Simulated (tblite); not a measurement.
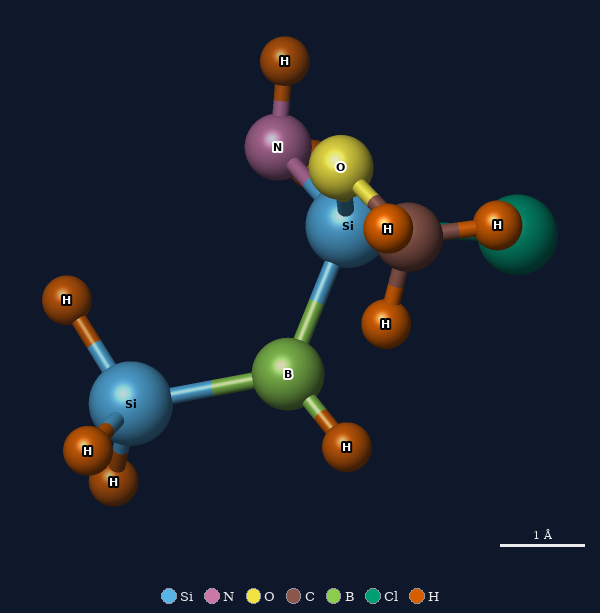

*The input geometry (ball-and-stick view, seen at a tilt).*

## Geometry relaxation of CH₉BClNOSi₂ (part 1 of 2)

- system: CH₉BClNOSi₂
- method: GFN2-xTB geometry optimisation, gas phase (tblite 0.8.0)

## Log
```
step      E/eV     max force
  0    -625.62861    1.907
  1    -625.79630    1.332
  2    -625.88801    0.718
  3    -625.92336    0.810
  4    -626.00320    0.628
  5    -626.03863    0.539
  6    -626.08556    0.619
  7    -626.12127    0.541
  8    -626.16380    0.543
  9    -626.19563    0.555
 10    -626.21975    0.414
 11    -626.23713    0.412
 12    -626.25420    0.421
 13    -626.27077    0.311
 14    -626.28443    0.340
 15    -626.29457    0.251
 16    -626.30305    0.298
 17    -626.31080    0.264
 18    -626.31877    0.226
 19    -626.32802    0.239
 20    -626.33736    0.253
 21    -626.34614    0.268
 22    -626.35436    0.220
 23    -626.36065    0.200
 24    -626.36487    0.218
 25    -626.36917    0.292
 26    -626.37325    0.228
 27    -626.37707    0.120
 28    -626.37963    0.110
 29    -626.38193    0.137
 30    -626.38336    0.123
 31    -626.38471    0.093
 32    -626.38600    0.088
 33    -626.38750    0.134
 34    -626.38921    0.168
 35    -626.39108    0.148
 36    -626.39276    0.105
 37    -626.39391    0.063
 38    -626.39462    0.057
 39    -626.39524    0.064
 40    -626.39588    0.059
 41    -626.39643    0.057
 42    -626.39692    0.055
 43    -626.39740    0.050
 44    -626.39789    0.052
 45    -626.39829    0.040
 46    -626.39858    0.037
 47    -626.39886    0.039
 48    -626.39924    0.064
 49    -626.39973    0.070
 50    -626.40022    0.057
 51    -626.40061    0.045
 52    -626.40100    0.047
 53    -626.40150    0.070
 54    -626.40204    0.068
 55    -626.40242    0.037
 56    -626.40261    0.034
 57    -626.40273    0.029
 58    -626.40286    0.033
 59    -626.40299    0.027
 60    -626.40311    0.030
 61    -626.40323    0.034
 62    -626.40342    0.044
 63    -626.40373    0.059
 64    -626.40414    0.054
 65    -626.40454    0.049
 66    -626.40491    0.050
 67    -626.40534    0.055
 68    -626.40599    0.068
 69    -626.40691    0.089
 70    -626.40767    0.062
 71    -626.40809    0.063
 72    -626.40854    0.050
 73    -626.40890    0.042
 74    -626.40952    0.065
 75    -626.41041    0.081
 76    -626.41123    0.074
 77    -626.41166    0.042
 78    -626.41179    0.072
 79    -626.41202    0.036
 80    -626.41228    0.026
 81    -626.41270    0.039
 82    -626.41301    0.037
 83    -626.41322    0.044
 84    -626.41349    0.036
 85    -626.41402    0.032
 86    -626.41428    0.028
 87    -626.41439    0.023
 88    -626.41445    0.021
 89    -626.41449    0.015
 90    -626.41454    0.018
 91    -626.41458    0.014
 92    -626.41461    0.011
 93    -626.41464    0.014
 94    -626.41468    0.016
 95    -626.41472    0.014
 96    -626.41475    0.011
 97    -626.41478    0.012
 98    -626.41480    0.012
 99    -626.41483    0.012
100    -626.41486    0.011
101    -626.41490    0.017
102    -626.41495    0.021
103    -626.41500    0.020
104    -626.41507    0.021
105    -626.41515    0.029
106    -626.41524    0.032
107    -626.41536    0.033
108    -626.41553    0.042
109    -626.41576    0.041
110    -626.41606    0.041
111    -626.41644    0.049
112    -626.41697    0.068
113    -626.41767    0.087
114    -626.41855    0.090
115    -626.41951    0.066
116    -626.42036    0.063
117    -626.42081    0.102
118    -626.42076    0.126
119    -626.42098    0.138
120    -626.42231    0.057
121    -626.42277    0.045
122    -626.42396    0.109
123    -626.42477    0.076
124    -626.42556    0.069
125    -626.42625    0.097
126    -626.42709    0.109
127    -626.42767    0.117
128    -626.42861    0.050
129    -626.42936    0.055
130    -626.43046    0.075
131    -626.43126    0.076
132    -626.43189    0.109
133    -626.43278    0.098
134    -626.43327    0.091
135    -626.43403    0.098
136    -626.43467    0.056
137    -626.43513    0.063
138    -626.43583    0.074
139    -626.43646    0.080
140    -626.43745    0.089
141    -626.43843    0.099
142    -626.43937    0.136
143    -626.44087    0.121
144    -626.44303    0.104
145    -626.44479    0.136
146    -626.44698    0.150
147    -626.44924    0.142
148    -626.45214    0.161
149    -626.45422    0.186
150    -626.45718    0.135
151    -626.46040    0.179
152    -626.46293    0.099
153    -626.46501    0.089
154    -626.46675    0.072
155    -626.46739    0.067
156    -626.46809    0.061
157    -626.46854    0.064
158    -626.46897    0.068
159    -626.46942    0.052
160    -626.46978    0.048
161    -626.47006    0.045
162    -626.47028    0.035
163    -626.47039    0.045
164    -626.47049    0.027
165    -626.47064    0.024
166    -626.47083    0.027
167    -626.47093    0.024
168    -626.47102    0.021
169    -626.47111    0.021
170    -626.47122    0.023
171    -626.47135    0.023
172    -626.47146    0.021
173    -626.47153    0.018
174    -626.47158    0.014
175    -626.47161    0.013
176    -626.47164    0.013
177    -626.47167    0.016
178    -626.47169    0.018
179    -626.47172    0.017
180    -626.47176    0.016
181    -626.47182    0.019
182    -626.47188    0.018
183    -626.47194    0.017
184    -626.47199    0.020
185    -626.47205    0.022
186    -626.47212    0.026
187    -626.47219    0.027
188    -626.47226    0.021
189    -626.47232    0.017
190    -626.47238    0.023
191    -626.47245    0.034
192    -626.47256    0.039
193    -626.47267    0.034
194    -626.47277    0.023
195    -626.47285    0.027
196    -626.47294    0.026
197    -626.47305    0.030
198    -626.47318    0.031
199    -626.47330    0.023
200    -626.47337    0.021
201    -626.47337    0.021
202    -626.47390    0.012
203    -626.47394    0.006
```

## Trajectory as extended XYZ (Å, eV, eV/Å), 27 frames, from step=0 to step=203
```
16
Properties=species:S:1:pos:R:3:forces:R:3 step=0 energy=-625.62861
Si   -0.5989   -0.7040    0.3685   -0.4750   0.2770   0.8840
N    -0.0541   -1.3884    1.8945   -1.4740  -0.2700   0.1050
O    -1.5692    0.7218    0.5657    0.5970  -1.7220  -0.5590
C    -1.9901    1.0445   -0.7452    0.7940   0.4190  -0.5820
B     0.8646   -0.1820   -0.7848   -0.3000   0.1630  -0.9030
Si    2.4735    0.6215   -0.0896   -0.3050   0.2690   0.7700
Cl   -1.8152   -2.1107   -0.6247    0.0460   0.1270   0.2490
H     0.1345   -2.3947    1.7540   -0.1190   0.8690   0.4180
H    -0.7684   -1.2861    2.6558    1.0650  -0.2420  -0.8330
H    -1.0781    0.9099   -1.3869   -1.0360   0.5040  -0.0410
H    -2.2996    2.1043   -0.8228   -0.0710  -0.6440   0.3140
H    -2.7574    0.3420   -1.1134    0.1190   0.5380   0.2370
H     0.7018   -0.1684   -1.9693    0.1790  -0.2330   0.4180
H     3.5845   -0.2165   -0.4710    0.6150  -0.1880  -0.0900
H     2.6739    1.9742   -0.6272    0.1430   0.0500   0.0270
H     2.4382    0.7125    1.3995    0.2210   0.0840  -0.4150
16
Properties=species:S:1:pos:R:3:forces:R:3 step=8 energy=-626.16380
Si   -0.5901   -0.8272    0.2989   -0.0630   0.2490   0.3060
N    -0.2051   -1.3934    1.8887    0.0930   0.0570  -0.2660
O    -1.5240    0.5342    0.4474    0.2550  -0.1160  -0.4550
C    -1.9775    1.0664   -0.7810   -0.2930   0.0360   0.2350
B     0.8751   -0.1747   -0.8418   -0.0460  -0.4730   0.2640
Si    2.4828    0.6227   -0.0736   -0.0720   0.0660   0.0440
Cl   -1.8695   -2.1760   -0.5932   -0.0570  -0.2500  -0.1250
H     0.1715   -2.3264    1.8663    0.0440  -0.0220   0.2180
H    -0.7548   -1.2638    2.7246   -0.0770   0.1170  -0.2770
H    -1.1997    1.0795   -1.5611   -0.2090   0.0780   0.3490
H    -2.3283    2.0819   -0.5909    0.0240  -0.0530  -0.0380
H    -2.8124    0.4507   -1.1401    0.0960   0.1780  -0.0430
H     0.7418   -0.2566   -1.9996    0.0910   0.0570  -0.1400
H     3.6629   -0.1674   -0.4395    0.1380  -0.0650  -0.0280
H     2.7371    1.9714   -0.5882    0.0660   0.1520  -0.0570
H     2.5301    0.7586    1.3862    0.0100  -0.0110   0.0120
16
Properties=species:S:1:pos:R:3:forces:R:3 step=16 energy=-626.30305
Si   -0.5899   -0.9417    0.2279    0.1030   0.2610   0.1000
N    -0.2138   -1.3838    1.8533   -0.0240   0.0850  -0.0290
O    -1.4710    0.4549    0.3494   -0.0060  -0.0650  -0.0920
C    -2.0358    1.1102   -0.7568   -0.0650  -0.0270   0.0580
B     0.9474   -0.3315   -0.8258   -0.0160   0.1450   0.0460
Si    2.5026    0.6154   -0.0791    0.0380  -0.0420   0.0540
Cl   -1.8838   -2.3066   -0.6119   -0.0340  -0.1420  -0.0920
H     0.2102   -2.2822    2.0094    0.0170   0.0150  -0.0510
H    -0.8217   -1.1666    2.6247   -0.1180   0.0970  -0.0660
H    -1.3101    1.2406   -1.5630    0.0340  -0.0030   0.0360
H    -2.3874    2.0945   -0.4461    0.0400  -0.0340   0.1430
H    -2.8872    0.5491   -1.1551    0.0560  -0.0580   0.0700
H     0.8181   -0.2962   -1.9891    0.0590  -0.0640  -0.1330
H     3.7229   -0.1338   -0.4238    0.0840  -0.0280  -0.0300
H     2.7685    1.9800   -0.5882   -0.1220  -0.1230  -0.0500
H     2.5711    0.7774    1.3771   -0.0470  -0.0160   0.0350
16
Properties=species:S:1:pos:R:3:forces:R:3 step=24 energy=-626.36487
Si   -0.5603   -0.9697    0.1564    0.0850   0.1880   0.0720
N    -0.2342   -1.3020    1.8162    0.0050  -0.0210  -0.0060
O    -1.4707    0.3897    0.3161   -0.0260  -0.0010   0.0060
C    -2.0762    1.1309   -0.7006   -0.0220  -0.0200   0.0620
B     0.9990   -0.3642   -0.8565    0.1150  -0.0890   0.0130
Si    2.5504    0.5505   -0.0592   -0.0500   0.0450  -0.0380
Cl   -1.8041   -2.4128   -0.6470    0.0240  -0.0490  -0.0800
H     0.1994   -2.1736    2.0735   -0.0430   0.0720  -0.0370
H    -0.9432   -1.0533    2.4857   -0.0280  -0.0070   0.0790
H    -1.3834    1.3538   -1.5163    0.0630   0.0020   0.0470
H    -2.4216    2.0679   -0.2613   -0.0450  -0.0230  -0.0350
H    -2.9240    0.5829   -1.1184   -0.0500   0.0120   0.0160
H     0.9383   -0.3682   -2.0268    0.0180  -0.0080  -0.0820
H     3.8183   -0.1257   -0.4200   -0.0900   0.0460   0.0960
H     2.6898    1.9077   -0.6391    0.0080  -0.0690   0.0500
H     2.5624    0.7659    1.4003    0.0350  -0.0780  -0.1620
16
Properties=species:S:1:pos:R:3:forces:R:3 step=32 energy=-626.38600
Si   -0.5400   -0.9425    0.1516   -0.0180   0.0750  -0.0110
N    -0.2525   -1.2614    1.8205   -0.0100   0.0130  -0.0230
O    -1.4945    0.3793    0.3286    0.0250   0.0110   0.0450
C    -2.0963    1.1387   -0.6729   -0.0410  -0.0500   0.0120
B     1.0262   -0.3997   -0.8937   -0.0030   0.0470   0.0610
Si    2.5500    0.5292   -0.0798    0.0470   0.0370   0.0090
Cl   -1.7262   -2.4262   -0.6870    0.0230  -0.0180  -0.0380
H     0.1861   -2.1273    2.0783    0.0250  -0.0330   0.0410
H    -0.9832   -1.0292    2.4755    0.0310  -0.0140  -0.0030
H    -1.3911    1.3761   -1.4728    0.0050   0.0540  -0.0020
H    -2.4604    2.0610   -0.2202    0.0050   0.0260  -0.0120
H    -2.9387    0.5930   -1.1023   -0.0490  -0.0100  -0.0550
H     0.9862   -0.4093   -2.0673   -0.0310  -0.0820   0.0040
H     3.8385   -0.1182   -0.3830    0.0160  -0.0100  -0.0230
H     2.6685    1.8895   -0.6476    0.0120  -0.0220   0.0170
H     2.5674    0.7268    1.3751   -0.0370  -0.0250  -0.0240
16
Properties=species:S:1:pos:R:3:forces:R:3 step=40 energy=-626.39588
Si   -0.5357   -0.9144    0.1528   -0.0470   0.0110   0.0210
N    -0.2613   -1.2550    1.8190   -0.0010   0.0330   0.0140
O    -1.5249    0.3816    0.3368    0.0070  -0.0140  -0.0220
C    -2.1254    1.1504   -0.6605   -0.0170  -0.0190  -0.0060
B     1.0361   -0.3996   -0.8968    0.0000  -0.0200   0.0430
Si    2.5709    0.5209   -0.0973    0.0220   0.0380   0.0290
Cl   -1.6544   -2.4294   -0.7352    0.0080   0.0230   0.0080
H     0.1952   -2.1049    2.0987    0.0230  -0.0220  -0.0490
H    -0.9866   -1.0189    2.4771   -0.0120   0.0140   0.0000
H    -1.4154    1.4164   -1.4475    0.0340   0.0170   0.0020
H    -2.5028    2.0640   -0.1999   -0.0190  -0.0110   0.0140
H    -2.9553    0.6051   -1.1164   -0.0210  -0.0100   0.0000
H     0.9965   -0.4998   -2.0649    0.0210  -0.0130  -0.0290
H     3.8692   -0.1182   -0.3813   -0.0250   0.0060  -0.0320
H     2.6837    1.8910   -0.6425    0.0210  -0.0380   0.0120
H     2.5505    0.6905    1.3610    0.0060   0.0030  -0.0040
16
Properties=species:S:1:pos:R:3:forces:R:3 step=48 energy=-626.39924
Si   -0.5397   -0.9037    0.1538   -0.0390   0.0250   0.0010
N    -0.2603   -1.2374    1.8208    0.0010   0.0010  -0.0150
O    -1.5437    0.3788    0.3325   -0.0110  -0.0020  -0.0190
C    -2.1440    1.1540   -0.6600   -0.0110   0.0020   0.0160
B     1.0429   -0.4093   -0.8873    0.0130   0.0160   0.0260
Si    2.5765    0.5176   -0.0932    0.0440   0.0460   0.0100
Cl   -1.6340   -2.4249   -0.7491   -0.0190  -0.0060   0.0140
H     0.2004   -2.0924    2.0787    0.0070  -0.0110   0.0160
H    -0.9872   -1.0156    2.4828    0.0090  -0.0090  -0.0140
H    -1.4259    1.4435   -1.4322   -0.0060  -0.0040   0.0020
H    -2.5355    2.0541   -0.1848   -0.0260   0.0050  -0.0040
H    -2.9666    0.6085   -1.1310    0.0300  -0.0050   0.0000
H     1.0212   -0.5460   -2.0520    0.0200  -0.0080  -0.0330
H     3.8710   -0.1177   -0.4050   -0.0260  -0.0100   0.0150
H     2.7086    1.8863   -0.6376   -0.0190  -0.0340   0.0160
H     2.5564    0.6839    1.3666    0.0300  -0.0060  -0.0320
16
Properties=species:S:1:pos:R:3:forces:R:3 step=56 energy=-626.40261
Si   -0.5521   -0.8843    0.1463    0.0110  -0.0050   0.0130
N    -0.2550   -1.2254    1.8097   -0.0060  -0.0080   0.0100
O    -1.5743    0.3819    0.3319    0.0140   0.0050   0.0020
C    -2.1726    1.1620   -0.6580    0.0070  -0.0120   0.0070
B     1.0510   -0.4073   -0.8763    0.0140   0.0030  -0.0070
Si    2.5901    0.5187   -0.0886    0.0080  -0.0030   0.0070
Cl   -1.6375   -2.4217   -0.7423   -0.0080   0.0110  -0.0010
H     0.2101   -2.0805    2.0612    0.0090   0.0050  -0.0130
H    -0.9818   -1.0188    2.4763   -0.0090   0.0100  -0.0020
H    -1.4427    1.4799   -1.4083   -0.0240   0.0180   0.0070
H    -2.5982    2.0435   -0.1755   -0.0070  -0.0250  -0.0210
H    -2.9677    0.6022   -1.1577    0.0070   0.0100  -0.0060
H     1.0767   -0.5969   -2.0348   -0.0230  -0.0010  -0.0030
H     3.8681   -0.1383   -0.4206    0.0030   0.0050   0.0060
H     2.7220    1.8863   -0.6300   -0.0050  -0.0130   0.0010
H     2.6039    0.6787    1.3699    0.0080  -0.0010   0.0010
16
Properties=species:S:1:pos:R:3:forces:R:3 step=64 energy=-626.40414
Si   -0.5475   -0.8747    0.1413   -0.0120  -0.0380   0.0170
N    -0.2582   -1.2172    1.8046    0.0110   0.0010   0.0290
O    -1.5688    0.3904    0.3236   -0.0140   0.0190   0.0350
C    -2.1891    1.1626   -0.6574    0.0160   0.0240  -0.0110
B     1.0640   -0.4167   -0.8727    0.0060   0.0010  -0.0410
Si    2.6045    0.5088   -0.0837   -0.0270  -0.0470  -0.0050
Cl   -1.6446   -2.4071   -0.7411   -0.0060   0.0000  -0.0190
H     0.2210   -2.0645    2.0564   -0.0110   0.0170   0.0030
H    -0.9889   -1.0155    2.4685    0.0060  -0.0120   0.0000
H    -1.4632    1.5223   -1.3922   -0.0240   0.0110  -0.0190
H    -2.6499    2.0195   -0.1643   -0.0150  -0.0090  -0.0030
H    -2.9612    0.5878   -1.1759    0.0260  -0.0140   0.0010
H     1.0822   -0.6183   -2.0312    0.0190   0.0220   0.0370
H     3.8819   -0.1438   -0.4180    0.0330  -0.0050  -0.0150
H     2.7192    1.8737   -0.6286    0.0110   0.0330  -0.0140
H     2.6387    0.6725    1.3739   -0.0200  -0.0050   0.0050
16
Properties=species:S:1:pos:R:3:forces:R:3 step=72 energy=-626.40854
Si   -0.5517   -0.8347    0.1552    0.0180  -0.0050  -0.0040
N    -0.2506   -1.1911    1.8143   -0.0330  -0.0360  -0.0120
O    -1.5496    0.4512    0.3349    0.0100   0.0110  -0.0280
C    -2.2181    1.1622   -0.6633   -0.0060  -0.0020  -0.0130
B     1.0758   -0.4288   -0.8560    0.0150   0.0150  -0.0100
Si    2.6377    0.4723   -0.0805   -0.0160  -0.0050  -0.0020
Cl   -1.6812   -2.3327   -0.7558   -0.0060   0.0220   0.0200
H     0.2483   -2.0364    2.0346    0.0000   0.0250   0.0310
H    -0.9923   -1.0419    2.4801    0.0020   0.0030   0.0070
H    -1.5145    1.6197   -1.3657    0.0090   0.0040   0.0400
H    -2.8025    1.9464   -0.1804    0.0070  -0.0140  -0.0020
H    -2.8885    0.5076   -1.2256   -0.0130  -0.0200   0.0070
H     1.0845   -0.6351   -2.0120    0.0300   0.0110  -0.0040
H     3.9231   -0.1602   -0.4297   -0.0130   0.0000  -0.0230
H     2.7236    1.8422   -0.6236    0.0240   0.0130  -0.0080
H     2.6959    0.6391    1.3765   -0.0280  -0.0210   0.0010
16
Properties=species:S:1:pos:R:3:forces:R:3 step=80 energy=-626.41228
Si   -0.5447   -0.8243    0.1554    0.0060   0.0040  -0.0110
N    -0.2703   -1.1911    1.8152    0.0080   0.0190  -0.0020
O    -1.5230    0.4788    0.3264    0.0130  -0.0060  -0.0040
C    -2.2330    1.1588   -0.6645    0.0100  -0.0100   0.0020
B     1.0896   -0.4366   -0.8564   -0.0020   0.0090   0.0120
Si    2.6545    0.4565   -0.0830   -0.0070   0.0130  -0.0010
Cl   -1.7069   -2.2940   -0.7578   -0.0050   0.0060   0.0030
H     0.2678   -2.0048    2.0567   -0.0040   0.0060   0.0070
H    -1.0079   -1.0433    2.4850   -0.0110  -0.0020  -0.0160
H    -1.5538    1.6813   -1.3443    0.0110  -0.0040  -0.0010
H    -2.8753    1.8907   -0.1742   -0.0090  -0.0060   0.0170
H    -2.8505    0.4703   -1.2465    0.0000  -0.0110  -0.0020
H     1.1090   -0.6333   -2.0133   -0.0150  -0.0140  -0.0160
H     3.9414   -0.1638   -0.4475   -0.0150  -0.0140   0.0030
H     2.7419    1.8272   -0.6242    0.0130   0.0190   0.0120
H     2.7012    0.6074    1.3762    0.0050  -0.0090  -0.0030
16
Properties=species:S:1:pos:R:3:forces:R:3 step=88 energy=-626.41445
Si   -0.5343   -0.8051    0.1523    0.0020   0.0130  -0.0040
N    -0.2746   -1.1626    1.8162   -0.0030  -0.0030  -0.0060
O    -1.4990    0.5074    0.3187   -0.0010   0.0030   0.0050
C    -2.2545    1.1524   -0.6607    0.0050  -0.0020  -0.0040
B     1.1036   -0.4401   -0.8594    0.0010  -0.0070   0.0070
Si    2.6730    0.4473   -0.0874   -0.0040  -0.0040   0.0000
Cl   -1.7275   -2.2482   -0.7647    0.0040  -0.0120   0.0050
H     0.2861   -1.9565    2.0707    0.0080  -0.0010   0.0050
H    -1.0358   -1.0455    2.4659    0.0000   0.0000   0.0010
H    -1.6123    1.7538   -1.3099    0.0100   0.0140  -0.0120
H    -2.9659    1.8076   -0.1571   -0.0080   0.0000   0.0020
H    -2.7997    0.4326   -1.2760   -0.0110  -0.0080   0.0050
H     1.1264   -0.6682   -2.0106   -0.0040   0.0060  -0.0100
H     3.9501   -0.1866   -0.4639   -0.0060  -0.0040  -0.0030
H     2.7756    1.8258   -0.6057    0.0070   0.0000   0.0150
H     2.7289    0.5657    1.3747    0.0010   0.0050  -0.0040
```
